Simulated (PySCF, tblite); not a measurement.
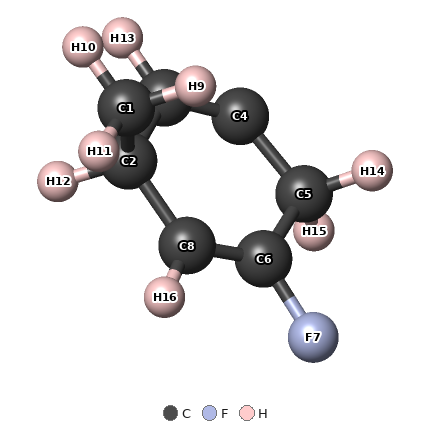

First-order isotropic EPR spectrum (fast tumbling, first derivative) of C₇H₈F, SMILES C[C@H]1C=[C]CC(F)=C1, doublet at 9.30 GHz, Lorentzian lines of 0.15 mT full width at half height, from computed g and hyperfine couplings (B3LYP/pcH-1 with PySCF 2.14.0, at a GFN2-xTB geometry (a minimum by its frequencies), gas phase); values of one conformer, averaged over methyl-type rotors alone; no vibrational averaging; dilute isotopes left out. The SMILES is one Lewis form and needn't show where the spin sits.

> Give g and the hyperfine couplings.

g_iso = 2.0023, which centres the spectrum at 331.9 mT; it spans 7.0 mT.

```csv
nuclei,isotope,a (mT),a (MHz)
H13,¹H,3.01,84.5
F7,¹⁹F,1.98,55.3
H15,¹H,0.85,23.7
H14,¹H,0.57,16.0
H16,¹H,0.17,4.8
"H9, H10, H11",¹H,0.10,2.8
H12,¹H,−0.06,−1.7
```

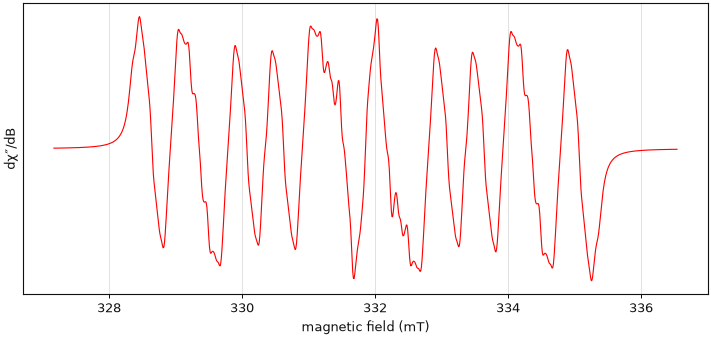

Note: the tight-binding geometry is rougher than a DFT one and adds to the error.
